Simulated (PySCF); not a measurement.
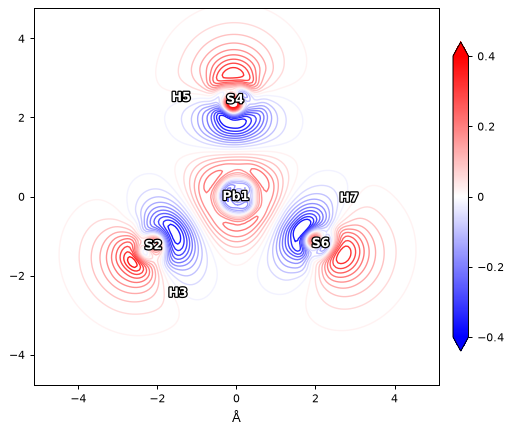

*H$_{3}$PbS$_{3}$ (charge +1). The LUMO on the molecular plane (values in Å⁻³ᐟ²; the overall sign is arbitrary).*

Core potentials replace the inner electrons of Pb.

Method: RKS PBE0, Pb def2-SVP with ECP60, S def2-SVP, H def2-SVP; non-relativistic Hamiltonian with scalar-relativistic core potentials where named; density fitting (PySCF).

```xyz
7

Pb    0.0000    0.0000    0.4878
S     2.3865    0.5263    0.4860
H     2.7506   -0.7811    0.4870
S    -1.6490    1.8036    0.4860
H    -0.6989    2.7726    0.4870
S    -0.7375   -2.3299    0.4860
H    -2.0517   -1.9915    0.4870
```

Q: What is the character of this orbital?

A: It lies mainly on Pb1 (about 25 %), S2 (about 25 %), S4 (about 25 %) and S6 (about 25 %); it is symmetric in the molecular plane (an in-plane orbital: σ, lone-pair or in-plane π type). Its energy is −8.75 eV.
